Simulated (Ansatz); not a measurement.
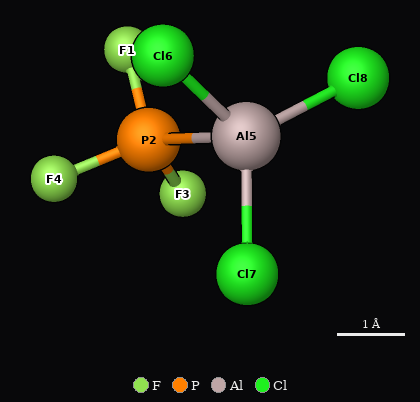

The starting structure (ball-and-stick view, seen at a tilt; atoms are numbered from 1 in the order of the input). Sticks mark near contacts. Bond lengths as drawn: Al–Cl 2.09 Å, Al–P 2.52 Å and F–P 1.54 Å.

Molecular dynamics, with input and output: AlPCl3F3

System: AlPCl3F3, SMILES F[P+](F)(F)[Al-]([Cl])([Cl])[Cl].
Method: RKS r2SCAN/def2-SVP (Ansatz 0.2.0).

The geometry comes from this level: PBE0-D4/def2-TZVP. Figures and captions count atoms from 1; the log counts them from 0 in places.

## Input
```yaml
crystal:
  periodic: [false, false, false]
  atoms:
    - {symbol: F, position_ang: [1.038974, -1.138668, 1.650254]}
    - {symbol: P, position_ang: [0.838402, -0.668428, 0.195844]}
    - {symbol: F, position_ang: [0.852945, -2.019248, -0.547019]}
    - {symbol: F, position_ang: [2.250547, -0.144965, -0.133653]}
    - {symbol: Al, position_ang: [-1.098115, 0.875584, -0.257144]}
    - {symbol: Cl, position_ang: [-0.491143, 2.424660, 1.015404]}
    - {symbol: Cl, position_ang: [-0.779640, 1.089118, -2.316293]}
    - {symbol: Cl, position_ang: [-2.611960, -0.418052, 0.392597]}
basis:
  gaussian: {orbitals: def2-SVP}
hamiltonian: {xc: {name: r2SCAN}}
md: {timestep: 0.5 fs, n_steps: 50, ensemble: nvt_langevin, temperature: 1000, initial_velocities: maxwell_boltzmann, friction: 0.01, seed: 810}
```

Run on 4 threads of Intel Xeon @ 2.50GHz, 180 GiB of memory available, shared host.

Run as:
```bash
ansatz run in.yaml --threads 4 --pin off --events-out ev --progress --plain --max-ram 11315MiB
```

## What the program printed
```
Functional definition: r2SCAN
  name "r2SCAN"
  cite "Furness, Kaplan, Ning, Perdew & Sun, J. Phys. Chem. Lett. 11, 8208 (2020) doi:10.1021/acs.jpclett.0c02405"
  cite "Furness, Kaplan, Ning, Perdew & Sun, J. Phys. Chem. Lett. 11, 9248 (2020) doi:10.1021/acs.jpclett.0c03077"
  parent r2scan
  parameter k0 = 0.174
  parameter k1 = 0.065
  parameter a1 = 4.9479
  exchange = r2scan_x(k0 = k0, k1 = k1, a1 = a1)
  correlation = r2scan_c
1429 factors; their error is unknown
mean field evaluation 1: about -61578.9476 eV, gradient 4.6e1 eV
mean field evaluation 2: about -61572.6651 eV, gradient 7.8e1 eV
mean field evaluation 4: about -61582.5523 eV, gradient 1.1e0 eV
mean field evaluation 8: about -61582.4727 eV, gradient 2.6e-2 eV
mean field -61582.47274573 eV, -2263.1141313062 hartree, gradient 2.9e-5 eV, S^2 0.000000; 0 other end points of the search recorded, 0 dependent functions left out
the calculation of the forces begins
reference -61582.47275475 eV, -2263.1141316377 hartree; 53, 53 occupied and 79, 79 virtual orbitals, 1429 factors
md step     0: t =     0.00 fs  T =   875.0 K  F+E_penalty+E_count = -61582.47274573 eV  E_kin = 0.904820 eV  (26 SCF iters)
these checks for a lower state are left out or cut short: starts, cluster_reference, orbital_swaps, neighbouring_geometries, increment
1429 factors; their error is unknown
mean field evaluation 16: about -61582.5710 eV, gradient 7.6e-1 eV
mean field -61582.48927798 eV, -2263.1147388553 hartree, gradient 1.6e-5 eV, S^2 0.000000; 0 other end points of the search recorded, 0 dependent functions left out
the calculation of the forces begins
reference -61582.48928699 eV, -2263.1147391864 hartree; 53, 53 occupied and 79, 79 virtual orbitals, 1429 factors
md step     1: t =     0.50 fs  T =   932.4 K  F+E_penalty+E_count = -61582.48927798 eV  E_kin = 0.964128 eV  (32 SCF iters)
[... from here on the SCF iterations and repeated set-up lines of each step are left out, up to the last step ...]
md step     2: t =     1.00 fs  T =   981.9 K  F+E_penalty+E_count = -61582.50397657 eV  E_kin = 1.015400 eV  (32 SCF iters)
md step     3: t =     1.50 fs  T =  1021.9 K  F+E_penalty+E_count = -61582.51689882 eV  E_kin = 1.056699 eV  (32 SCF iters)
md step     4: t =     2.00 fs  T =  1062.1 K  F+E_penalty+E_count = -61582.52659157 eV  E_kin = 1.098312 eV  (32 SCF iters)
md step     5: t =     2.50 fs  T =  1150.0 K  F+E_penalty+E_count = -61582.53244224 eV  E_kin = 1.189164 eV  (31 SCF iters)
md step     6: t =     3.00 fs  T =  1149.8 K  F+E_penalty+E_count = -61582.53437541 eV  E_kin = 1.188974 eV  (31 SCF iters)
md step     7: t =     3.50 fs  T =  1169.3 K  F+E_penalty+E_count = -61582.53219710 eV  E_kin = 1.209146 eV  (32 SCF iters)
md step     8: t =     4.00 fs  T =  1144.2 K  F+E_penalty+E_count = -61582.52590728 eV  E_kin = 1.183170 eV  (32 SCF iters)
md step     9: t =     4.50 fs  T =  1071.8 K  F+E_penalty+E_count = -61582.51558858 eV  E_kin = 1.108295 eV  (32 SCF iters)
md step    10: t =     5.00 fs  T =  1067.5 K  F+E_penalty+E_count = -61582.50150824 eV  E_kin = 1.103863 eV  (32 SCF iters)
md step    11: t =     5.50 fs  T =  1021.2 K  F+E_penalty+E_count = -61582.48435165 eV  E_kin = 1.056021 eV  (32 SCF iters)
md step    12: t =     6.00 fs  T =  1067.6 K  F+E_penalty+E_count = -61582.46442074 eV  E_kin = 1.104010 eV  (32 SCF iters)
md step    13: t =     6.50 fs  T =  1028.8 K  F+E_penalty+E_count = -61582.44227241 eV  E_kin = 1.063862 eV  (32 SCF iters)
md step    14: t =     7.00 fs  T =   953.3 K  F+E_penalty+E_count = -61582.41828625 eV  E_kin = 0.985810 eV  (32 SCF iters)
md step    15: t =     7.50 fs  T =   967.3 K  F+E_penalty+E_count = -61582.39289638 eV  E_kin = 1.000225 eV  (32 SCF iters)
md step    16: t =     8.00 fs  T =   963.0 K  F+E_penalty+E_count = -61582.36579439 eV  E_kin = 0.995767 eV  (29 SCF iters)
md step    17: t =     8.50 fs  T =   921.2 K  F+E_penalty+E_count = -61582.33696326 eV  E_kin = 0.952626 eV  (32 SCF iters)
md step    18: t =     9.00 fs  T =   904.7 K  F+E_penalty+E_count = -61582.30715649 eV  E_kin = 0.935537 eV  (32 SCF iters)
md step    19: t =     9.50 fs  T =   881.4 K  F+E_penalty+E_count = -61582.27729700 eV  E_kin = 0.911490 eV  (32 SCF iters)
md step    20: t =    10.00 fs  T =   870.6 K  F+E_penalty+E_count = -61582.24784144 eV  E_kin = 0.900255 eV  (32 SCF iters)
md step    21: t =    10.50 fs  T =   898.5 K  F+E_penalty+E_count = -61582.21866984 eV  E_kin = 0.929137 eV  (32 SCF iters)
md step    22: t =    11.00 fs  T =   868.3 K  F+E_penalty+E_count = -61582.19113493 eV  E_kin = 0.897938 eV  (32 SCF iters)
md step    23: t =    11.50 fs  T =   916.3 K  F+E_penalty+E_count = -61582.16632192 eV  E_kin = 0.947556 eV  (32 SCF iters)
md step    24: t =    12.00 fs  T =   900.3 K  F+E_penalty+E_count = -61582.14303667 eV  E_kin = 0.930937 eV  (32 SCF iters)
md step    25: t =    12.50 fs  T =   879.1 K  F+E_penalty+E_count = -61582.12053439 eV  E_kin = 0.909055 eV  (32 SCF iters)
md step    26: t =    13.00 fs  T =   875.6 K  F+E_penalty+E_count = -61582.09962676 eV  E_kin = 0.905421 eV  (32 SCF iters)
md step    27: t =    13.50 fs  T =   870.4 K  F+E_penalty+E_count = -61582.08250292 eV  E_kin = 0.900093 eV  (32 SCF iters)
md step    28: t =    14.00 fs  T =   903.6 K  F+E_penalty+E_count = -61582.07101746 eV  E_kin = 0.934436 eV  (32 SCF iters)
md step    29: t =    14.50 fs  T =   848.7 K  F+E_penalty+E_count = -61582.06371087 eV  E_kin = 0.877575 eV  (32 SCF iters)
md step    30: t =    15.00 fs  T =   802.3 K  F+E_penalty+E_count = -61582.05720709 eV  E_kin = 0.829659 eV  (32 SCF iters)
md step    31: t =    15.50 fs  T =   822.6 K  F+E_penalty+E_count = -61582.05238318 eV  E_kin = 0.850651 eV  (32 SCF iters)
md step    32: t =    16.00 fs  T =   775.2 K  F+E_penalty+E_count = -61582.05244550 eV  E_kin = 0.801607 eV  (32 SCF iters)
md step    33: t =    16.50 fs  T =   794.1 K  F+E_penalty+E_count = -61582.05604669 eV  E_kin = 0.821186 eV  (32 SCF iters)
md step    34: t =    17.00 fs  T =   850.8 K  F+E_penalty+E_count = -61582.06115104 eV  E_kin = 0.879788 eV  (33 SCF iters)
md step    35: t =    17.50 fs  T =   869.1 K  F+E_penalty+E_count = -61582.06753448 eV  E_kin = 0.898677 eV  (30 SCF iters)
md step    36: t =    18.00 fs  T =   816.9 K  F+E_penalty+E_count = -61582.07485662 eV  E_kin = 0.844739 eV  (32 SCF iters)
md step    37: t =    18.50 fs  T =   872.2 K  F+E_penalty+E_count = -61582.08375382 eV  E_kin = 0.901905 eV  (32 SCF iters)
md step    38: t =    19.00 fs  T =   895.9 K  F+E_penalty+E_count = -61582.09335515 eV  E_kin = 0.926394 eV  (32 SCF iters)
md step    39: t =    19.50 fs  T =   948.2 K  F+E_penalty+E_count = -61582.10362489 eV  E_kin = 0.980491 eV  (32 SCF iters)
md step    40: t =    20.00 fs  T =   991.2 K  F+E_penalty+E_count = -61582.11347976 eV  E_kin = 1.025021 eV  (32 SCF iters)
md step    41: t =    20.50 fs  T =   990.5 K  F+E_penalty+E_count = -61582.12150113 eV  E_kin = 1.024215 eV  (32 SCF iters)
md step    42: t =    21.00 fs  T =  1060.3 K  F+E_penalty+E_count = -61582.12773844 eV  E_kin = 1.096474 eV  (32 SCF iters)
md step    43: t =    21.50 fs  T =  1096.5 K  F+E_penalty+E_count = -61582.13117475 eV  E_kin = 1.133912 eV  (32 SCF iters)
md step    44: t =    22.00 fs  T =  1111.7 K  F+E_penalty+E_count = -61582.13064564 eV  E_kin = 1.149598 eV  (32 SCF iters)
md step    45: t =    22.50 fs  T =  1133.2 K  F+E_penalty+E_count = -61582.12683265 eV  E_kin = 1.171804 eV  (32 SCF iters)
md step    46: t =    23.00 fs  T =  1205.6 K  F+E_penalty+E_count = -61582.12011052 eV  E_kin = 1.246652 eV  (32 SCF iters)
md step    47: t =    23.50 fs  T =  1205.3 K  F+E_penalty+E_count = -61582.11015615 eV  E_kin = 1.246363 eV  (32 SCF iters)
md step    48: t =    24.00 fs  T =  1162.1 K  F+E_penalty+E_count = -61582.09765965 eV  E_kin = 1.201725 eV  (30 SCF iters)
md step    49: t =    24.50 fs  T =  1200.8 K  F+E_penalty+E_count = -61582.08232363 eV  E_kin = 1.241761 eV  (32 SCF iters)
these checks for a lower state are left out or cut short: starts, cluster_reference, orbital_swaps, neighbouring_geometries, increment
1429 factors; their error is unknown
mean field -61582.06437767 eV, -2263.0991240570 hartree, gradient 1.5e-5 eV, S^2 0.000000; 0 other end points of the search recorded, 0 dependent functions left out
the calculation of the forces begins
reference -61582.06438654 eV, -2263.0991243829 hartree; 53, 53 occupied and 79, 79 virtual orbitals, 1429 factors
1429 factors; their error is unknown
mean field evaluation 416: about -61582.0644 eV, gradient 1.3e-2 eV
mean field -61582.06437767 eV, -2263.0991240570 hartree, gradient 1.5e-5 eV, S^2 0.000000; 1 other end points of the search recorded, 0 dependent functions left out
the calculation of the forces begins
reference -61582.06438654 eV, -2263.0991243829 hartree; 53, 53 occupied and 79, 79 virtual orbitals, 1429 factors
md step    50: t =    25.00 fs  T =  1177.5 K  F+E_penalty+E_count = -61582.06437767 eV  E_kin = 1.217672 eV  (29 SCF iters)
```

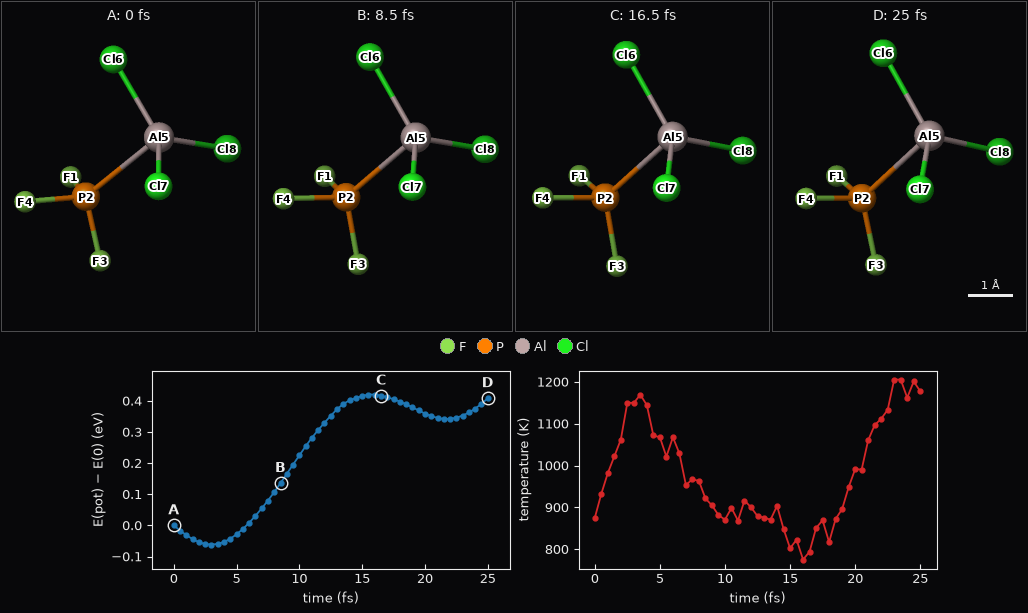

Frames of the molecular dynamics (ball-and-stick, seen at a tilt) above the curves, on which the letters mark them. The trajectory kept here has 51 frames over 25 fs. The temperature starts at 875 K, ranges from 775 to 1206 K and averages 968 K over the second half. The potential energy ends 0.408 eV above its first value. After an unweighted best fit of the last frame on the first, the root-mean-square displacement is 0.19 Å, and F4 has moved furthest (0.34 Å).

```
Total energy: -61582.06438654 eV, -2263.0991243829 hartree
Atom 0 at     1.163778    -0.986972     1.624528 Å, force     1.025629    -0.863192     2.656184 eV/Å
Atom 1 at     0.735603    -0.742851     0.199839 Å, force    -0.870221     1.062757    -3.561676 eV/Å
Atom 2 at     0.761688    -2.217351    -0.454628 Å, force     0.410549     1.269167     0.624335 eV/Å
Atom 3 at     2.017825     0.026214    -0.386805 Å, force    -0.257144    -1.105183     0.305986 eV/Å
Atom 4 at    -1.083841     0.913082    -0.297220 Å, force    -0.367526    -0.391351     0.768475 eV/Å
Atom 5 at    -0.475046     2.575927     0.993972 Å, force    -0.381956    -1.041443    -0.784342 eV/Å
Atom 6 at    -0.554993     0.967900    -2.368739 Å, force    -0.289010     0.054365     0.490977 eV/Å
Atom 7 at    -2.617319    -0.509252     0.439450 Å, force     0.729679     1.014878    -0.499939 eV/Å
Dipole moment:     0.399510    -0.359382     0.135211 e Å
```

## Trajectory as extended XYZ (Å, eV, eV/Å), 12 of the 51 frames kept, from step=0 to step=50
```
8
Properties=species:S:1:pos:R:3:forces:R:3 step=0 time_fs=0.0 energy=-61582.47275 temperature=875.0
F     1.0390   -1.1387    1.6503    0.1896  -0.4511   1.4021
P     0.8384   -0.6684    0.1958   -1.6709   1.3333  -0.3929
F     0.8529   -2.0192   -0.5470    0.0094  -1.2999  -0.7170
F     2.2505   -0.1450   -0.1337    1.3580   0.5086  -0.3188
Al   -1.0981    0.8756   -0.2571    0.1508  -0.1208   0.0350
Cl   -0.4911    2.4247    1.0154    0.0742   0.1602   0.1394
Cl   -0.7796    1.0891   -2.3163    0.0435   0.0161  -0.2201
Cl   -2.6120   -0.4181    0.3926   -0.1545  -0.1466   0.0723
8
Properties=species:S:1:pos:R:3:forces:R:3 step=5 time_fs=2.5 energy=-61582.53244 temperature=1150.0
F     1.0568   -1.1382    1.6673   -0.0370  -0.0190   0.1262
P     0.8182   -0.6685    0.1840   -0.7262   0.2316   0.4069
F     0.8503   -2.0524   -0.5439    0.0297  -0.3620  -0.2740
F     2.2319   -0.1120   -0.1520    0.7352   0.2230  -0.2453
Al   -1.0923    0.8821   -0.2653   -0.1816  -0.1516   0.4312
Cl   -0.4879    2.4424    1.0119    0.0344  -0.0153   0.0056
Cl   -0.7610    1.0748   -2.3121    0.0722   0.0361  -0.4143
Cl   -2.6162   -0.4218    0.4022    0.0733   0.0573  -0.0363
8
Properties=species:S:1:pos:R:3:forces:R:3 step=9 time_fs=4.5 energy=-61582.51559 temperature=1071.8
F     1.0702   -1.1319    1.6827   -0.2403   0.2602  -0.8108
P     0.7994   -0.6690    0.1733    0.3253  -0.4893   0.8965
F     0.8446   -2.0822   -0.5425    0.0387   0.4162   0.0845
F     2.2226   -0.0837   -0.1686   -0.0257  -0.1385  -0.1209
Al   -1.0910    0.8865   -0.2734   -0.3892  -0.0954   0.6900
Cl   -0.4849    2.4560    1.0099   -0.0124  -0.1854  -0.1256
Cl   -0.7426    1.0643   -2.3131    0.0815   0.0407  -0.4984
Cl   -2.6205   -0.4245    0.4086    0.2222   0.1915  -0.1151
8
Properties=species:S:1:pos:R:3:forces:R:3 step=14 time_fs=7.0 energy=-61582.41829 temperature=953.3
F     1.0894   -1.1207    1.6994   -0.4710   0.4808  -1.6570
P     0.7772   -0.6722    0.1624    1.4684  -0.9828   1.3752
F     0.8389   -2.1147   -0.5355    0.0337   1.0728   0.3505
F     2.2093   -0.0485   -0.1910   -0.8170  -0.5513   0.0204
Al   -1.0899    0.8876   -0.2822   -0.5510   0.0893   1.0148
Cl   -0.4830    2.4754    1.0100   -0.0896  -0.4451  -0.3208
Cl   -0.7219    1.0528   -2.3126    0.0979   0.0442  -0.6082
Cl   -2.6243   -0.4281    0.4113    0.3287   0.2922  -0.1749
8
Properties=species:S:1:pos:R:3:forces:R:3 step=18 time_fs=9.0 energy=-61582.30716 temperature=904.7
F     1.1052   -1.1114    1.7079   -0.6268   0.5492  -2.0606
P     0.7598   -0.6787    0.1566    2.3221  -1.1442   1.5308
F     0.8333   -2.1397   -0.5301    0.0174   1.4713   0.5068
F     2.2012   -0.0252   -0.2086   -1.4146  -0.8768   0.1398
Al   -1.0877    0.8887   -0.2879   -0.6599   0.2301   1.2494
Cl   -0.4802    2.4922    1.0096   -0.1486  -0.6372  -0.4594
Cl   -0.7050    1.0437   -2.3111    0.1132   0.0468  -0.6966
Cl   -2.6259   -0.4311    0.4108    0.3972   0.3608  -0.2103
8
Properties=species:S:1:pos:R:3:forces:R:3 step=23 time_fs=11.5 energy=-61582.16632 temperature=916.3
F     1.1237   -1.0927    1.7148   -0.7510   0.5120  -2.2920
P     0.7413   -0.6877    0.1558    3.0732  -1.1896   1.4373
F     0.8242   -2.1664   -0.5258    0.0025   1.8753   0.7060
F     2.1904   -0.0014   -0.2319   -1.9553  -1.2076   0.2844
Al   -1.0837    0.8935   -0.2947   -0.8226   0.2884   1.4496
Cl   -0.4761    2.5142    1.0074   -0.2126  -0.8288  -0.5963
Cl   -0.6849    1.0321   -2.3142    0.1149   0.0434  -0.7083
Cl   -2.6323   -0.4381    0.4104    0.5509   0.5069  -0.2807
8
Properties=species:S:1:pos:R:3:forces:R:3 step=27 time_fs=13.5 energy=-61582.08250 temperature=870.4
F     1.1371   -1.0763    1.7144   -0.7770   0.4231  -2.2481
P     0.7284   -0.6944    0.1599    3.3643  -1.1728   1.1360
F     0.8144   -2.1855   -0.5218    0.0013   2.1465   0.8548
F     2.1756    0.0150   -0.2538   -2.1867  -1.3964   0.3946
Al   -1.0845    0.8983   -0.2998   -0.8901   0.2794   1.5346
Cl   -0.4741    2.5290    1.0049   -0.2579  -0.9364  -0.6776
Cl   -0.6693    1.0195   -2.3187    0.1008   0.0413  -0.6632
Cl   -2.6370   -0.4455    0.4116    0.6454   0.6153  -0.3310
8
Properties=species:S:1:pos:R:3:forces:R:3 step=32 time_fs=16.0 energy=-61582.05245 temperature=775.2
F     1.1506   -1.0548    1.7047   -0.6925   0.2452  -1.8709
P     0.7178   -0.7036    0.1678    3.3335  -0.9472   0.5508
F     0.8022   -2.2023   -0.5120    0.0195   2.2658   0.9419
F     2.1534    0.0257   -0.2836   -2.2505  -1.5232   0.5069
Al   -1.0874    0.9050   -0.3035   -0.8684   0.2230   1.5241
Cl   -0.4734    2.5453    1.0027   -0.3074  -1.0280  -0.7525
Cl   -0.6491    1.0022   -2.3257    0.0587   0.0424  -0.5258
Cl   -2.6382   -0.4564    0.4140    0.7071   0.7219  -0.3747
8
Properties=species:S:1:pos:R:3:forces:R:3 step=36 time_fs=18.0 energy=-61582.07486 temperature=816.9
F     1.1562   -1.0364    1.6914   -0.4918   0.0393  -1.2661
P     0.7148   -0.7105    0.1768    2.9357  -0.6985  -0.1819
F     0.7926   -2.2118   -0.5039    0.0602   2.2902   0.9965
F     2.1308    0.0291   -0.3066   -2.1004  -1.5428   0.5646
Al   -1.0879    0.9089   -0.3040   -0.8108   0.1306   1.4095
Cl   -0.4741    2.5552    1.0012   -0.3319  -1.0603  -0.7818
Cl   -0.6323    0.9907   -2.3337    0.0030   0.0432  -0.3358
Cl   -2.6355   -0.4675    0.4180    0.7360   0.7982  -0.4050
8
Properties=species:S:1:pos:R:3:forces:R:3 step=41 time_fs=20.5 energy=-61582.12150 temperature=990.5
F     1.1578   -1.0155    1.6684   -0.0503  -0.2876  -0.0713
P     0.7180   -0.7219    0.1878    1.9133  -0.1572  -1.3617
F     0.7799   -2.2195   -0.4882    0.1672   2.1120   0.9578
F     2.0958    0.0306   -0.3333   -1.6597  -1.4909   0.5616
Al   -1.0872    0.9128   -0.3031   -0.6964  -0.0655   1.2173
Cl   -0.4755    2.5627    0.9991   -0.3479  -1.0515  -0.7846
Cl   -0.6087    0.9799   -2.3445   -0.0844   0.0490  -0.0731
Cl   -2.6304   -0.4823    0.4259    0.7583   0.8918  -0.4461
8
Properties=species:S:1:pos:R:3:forces:R:3 step=45 time_fs=22.5 energy=-61582.12683 temperature=1133.2
F     1.1592   -1.0023    1.6474    0.4146  -0.5662   1.1462
P     0.7247   -0.7319    0.1946    0.7429   0.3263  -2.4211
F     0.7713   -2.2233   -0.4737    0.2740   1.8583   0.8620
F     2.0615    0.0300   -0.3546   -1.0908  -1.3579   0.4745
Al   -1.0866    0.9144   -0.3004   -0.5580  -0.2310   1.0170
Cl   -0.4754    2.5681    0.9966   -0.3603  -1.0353  -0.7757
Cl   -0.5858    0.9732   -2.3535   -0.1700   0.0542   0.1665
Cl   -2.6247   -0.4943    0.4318    0.7476   0.9515  -0.4695
8
Properties=species:S:1:pos:R:3:forces:R:3 step=50 time_fs=25.0 energy=-61582.06438 temperature=1177.5
F     1.1638   -0.9870    1.6245    1.0256  -0.8632   2.6562
P     0.7356   -0.7429    0.1998   -0.8702   1.0628  -3.5617
F     0.7617   -2.2174   -0.4546    0.4105   1.2692   0.6243
F     2.0178    0.0262   -0.3868   -0.2571  -1.1052   0.3060
Al   -1.0838    0.9131   -0.2972   -0.3675  -0.3914   0.7685
Cl   -0.4750    2.5759    0.9940   -0.3820  -1.0414  -0.7843
Cl   -0.5550    0.9679   -2.3687   -0.2890   0.0544   0.4910
Cl   -2.6173   -0.5093    0.4395    0.7297   1.0149  -0.4999
```

## Results in brief

- outcome: finished
- mean temperature over the second half: 968 K
- trajectory: 50 steps, 25 fs
- ensemble: nvt_langevin
- temperature in the input: 1000 K
- time step: 0.5 fs
- potential energy (last step): −61582.0644 eV
- SCF solution under orbital rotations (last step): stable
- largest force (length of the vector) (last step): 3.817 eV/Å
- dipole moment (last step): 2.66 D
- wall time: 5.5 min (CPU time 20 min)
- peak memory: 0.27 GiB

## Notes

So short a trajectory is not equilibrated. The logged temperature at the start can lie below the typed one, since it is counted over all degrees of freedom.
